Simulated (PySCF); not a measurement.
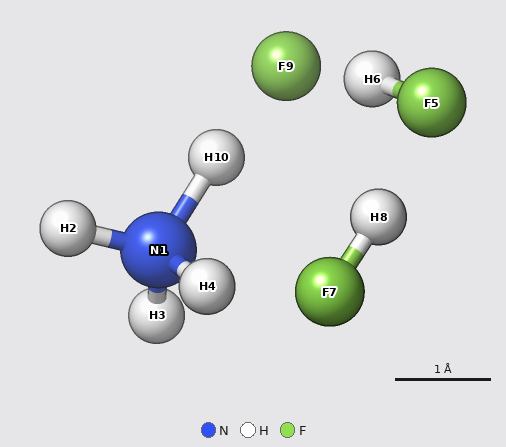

Fig. 1: The structure (ball-and-stick view, seen at a tilt; atoms are numbered from 1 in the order of the input).

**Interaction-energy calculation of NH₆F₃**

The run: interaction-energy calculation of NH₆F₃. Method and program: wB97M-D3(BJ)/def2-TZVPD interaction energy, counterpoise and uncorrected, gas phase (PySCF 2.14.0).

The geometry comes from this level: PBE0-D3(BJ)/def2-SVPD.

### What the program printed
```
part 1, own basis, geometry of the cluster
coarse grid: 12536 points
cycle   1  E = -56.5694363309  dE = -1.479e-01  |g| = 2.969e-01  |ddm| = 1.087e+00
cycle   2  E = -56.5774042530  dE = -7.968e-03  |g| = 2.689e-01  |ddm| = 2.614e-01
cycle   3  E = -56.5910699478  dE = -1.367e-02  |g| = 2.047e-02  |ddm| = 1.091e-01
cycle   4  E = -56.5911732813  dE = -1.033e-04  |g| = 5.168e-03  |ddm| = 1.699e-02
cycle   5  E = -56.5911845969  dE = -1.132e-05  |g| = 7.864e-04  |ddm| = 8.666e-03
cycle   6  E = -56.5911850696  dE = -4.726e-07  |g| = 1.144e-04  |ddm| = 3.285e-03
final grid: 27112 points
cycle   7  E = -56.5911755647  dE = -1.548e-08  |g| = 6.641e-05  |ddm| = 7.307e-04
cycle   8  E = -56.5911755668  dE = -2.051e-09  |g| = 5.547e-05  |ddm| = 2.842e-04
cycle   9  E = -56.5911755675  dE = -7.227e-10  |g| = 1.209e-05  |ddm| = 5.776e-05
converged SCF energy = -56.5911755675

part 2, own basis, geometry of the cluster
coarse grid: 7776 points
cycle   1  E = -100.4527197300  dE = -1.644e-01  |g| = 4.840e-01  |ddm| = 5.923e-01
[... 4 cycles left out ...]
final grid: 16976 points
[... 4 cycles left out ...]
converged SCF energy = -100.4958919325

part 3, own basis, geometry of the cluster
coarse grid: 7776 points
[... 5 cycles left out ...]
final grid: 16976 points
[... 4 cycles left out ...]
converged SCF energy = -100.5029969523

part 4, own basis, geometry of the cluster
coarse grid: 7776 points
[... 6 cycles left out ...]
final grid: 16976 points
[... 4 cycles left out ...]
converged SCF energy = -100.4527584232

part 1, own basis, relaxed alone
coarse grid: 12536 points
[... 6 cycles left out ...]
final grid: 27112 points
[... 3 cycles left out ...]
converged SCF energy = -56.5919844161

part 2, own basis, relaxed alone
coarse grid: 7776 points
[... 5 cycles left out ...]
final grid: 16976 points
[... 3 cycles left out ...]
converged SCF energy = -100.5053932783

part 3, own basis, relaxed alone: E = -100.5053932783 (as before)

part 4, own basis, relaxed alone: E = -100.5053932783 (as before)

cluster
final grid: 78040 points
[... 10 cycles left out ...]
converged SCF energy = -358.1602540583

part 1 in the basis of the cluster
final grid: 78040 points
[... 6 cycles left out ...]
converged SCF energy = -56.5916019695

part 2 in the basis of the cluster
final grid: 78040 points
[... 5 cycles left out ...]
converged SCF energy = -100.4960858115

part 3 in the basis of the cluster
final grid: 78040 points
cycle   1  E = -100.5031194606  dE = -1.281e-04  |g| = 2.134e-03  |ddm| = 2.629e-01
cycle   2  E = -100.5031212947  dE = -1.834e-06  |g| = 3.597e-04  |ddm| = 3.528e-02
cycle   3  E = -100.5031213503  dE = -5.554e-08  |g| = 2.130e-04  |ddm| = 6.405e-03
cycle   4  E = -100.5031213563  dE = -5.984e-09  |g| = 3.203e-05  |ddm| = 2.606e-04
cycle   5  E = -100.5031213565  dE = -2.282e-10  |g| = 2.659e-06  |ddm| = 2.005e-04
converged SCF energy = -100.5031213565

part 4 in the basis of the cluster
final grid: 78040 points
cycle   1  E = -100.4530836800  dE = -3.278e-04  |g| = 3.488e-03  |ddm| = 3.736e-01
cycle   2  E = -100.4530879511  dE = -4.271e-06  |g| = 7.027e-04  |ddm| = 4.987e-02
cycle   3  E = -100.4530880408  dE = -8.971e-08  |g| = 7.207e-04  |ddm| = 8.133e-03
cycle   4  E = -100.4530881135  dE = -7.272e-08  |g| = 4.561e-05  |ddm| = 4.679e-04
cycle   5  E = -100.4530881141  dE = -6.328e-10  |g| = 8.378e-06  |ddm| = 2.694e-04
converged SCF energy = -100.4530881141

Interaction energy (kcal/mol)
  counterpoise      -76.118
  uncorrected       -76.804
  dispersion part    -3.103
  deformation        40.988
  binding           -35.131

Decomposition of the uncorrected value (kcal/mol)
  electrostatic    -104.625
  Pauli             170.797
  orbital          -139.873
  dispersion         -3.103

Charge of each part in the cluster: 0.203 -0.058 -0.035 -0.110
```

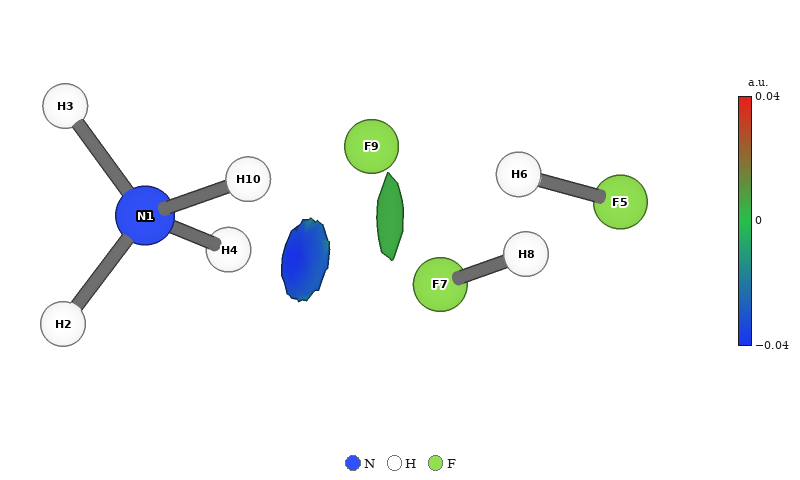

Fig. 2: Non-covalent interaction (NCI) plot: the surface where the reduced density gradient is 0.5, for densities under 0.05 a.u., coloured by sign(λ₂)ρ; seen from the side. H4···F7 (1.8 Å): a hydrogen bond (blue, attractive) Between H8 and F5 on one side and H10 and N1 on the other: a weak, van der Waals-like contact (green)

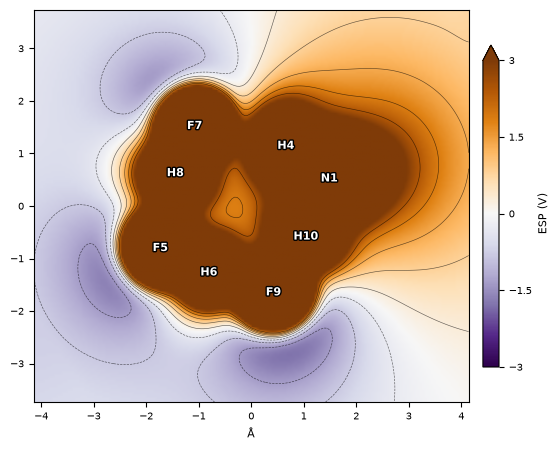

Fig. 3: Electrostatic potential on the plane of atoms H4, N1 and H10. Atoms in the plane: N, H and F.

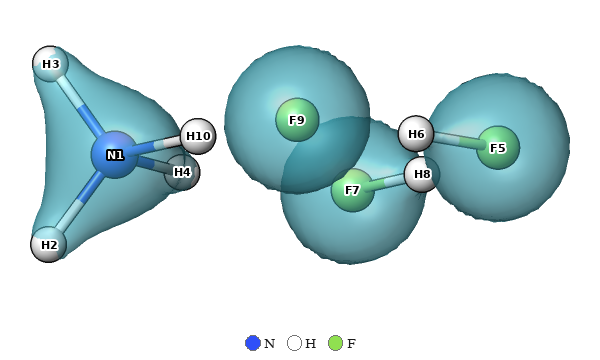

Fig. 4: Isosurface of the total electron density at 1.5 e/Å³ (cyan), seen from the side. At this value the surface falls into five separate pieces. It is pinched off along the F···H (1.23 Å) contacts. On the grid the lowest density along these lines, outside the cores, is 0.97 e/Å³ (F···H, 1.23 Å), 2 e/Å³ (F–H, 0.97 Å) and 2.2 e/Å³ (N–H, 1.02 Å).

The run was set up as follows.

### Input file
```
{"job": {"kind": "inter", "xc": "wB97M-D3(BJ)", "basis": "def2-TZVPD", "pairs": false}, "charge": 0, "multiplicity": 1, "parts": [{"atoms": "0-3", "charge": 0, "multiplicity": 1}, {"atoms": "4-5", "charge": 0, "multiplicity": 1}, {"atoms": "6-7", "charge": 0, "multiplicity": 1}, {"atoms": "8-9", "charge": 0, "multiplicity": 1}]}
N      0.056722     0.132583    -0.054208
H      0.469206     0.673575     0.701628
H     -0.745780    -0.381002     0.301257
H      0.755421    -0.532225    -0.427276
F      1.004569     0.246626    -3.393562
H      0.343506     0.829717    -2.863003
F      1.778330    -1.261442    -1.674868
H      1.539217    -0.710844    -2.440916
F     -0.432890     1.436410    -2.023875
H     -0.239237     0.822918    -0.980188
```

The first line tells a small driver script what to run in PySCF; the rest is the geometry in Å.

Run as:
```bash
OMP_NUM_THREADS=1 python <driver script> task.json out
```

### Summary

| quantity | value |
| --- | --- |
| outcome | converged |
| total energy | −358.167537 hartree |
| interaction energy, counterpoise-corrected | −76.12 kcal/mol |
| HOMO | −12.70 eV |
| LUMO | 0.31 eV |
| dipole moment | 5.78 D |
| hardware | 1 CPU thread, shared host |
| wall time | 74 s |
| peak memory | 0.62 GiB |
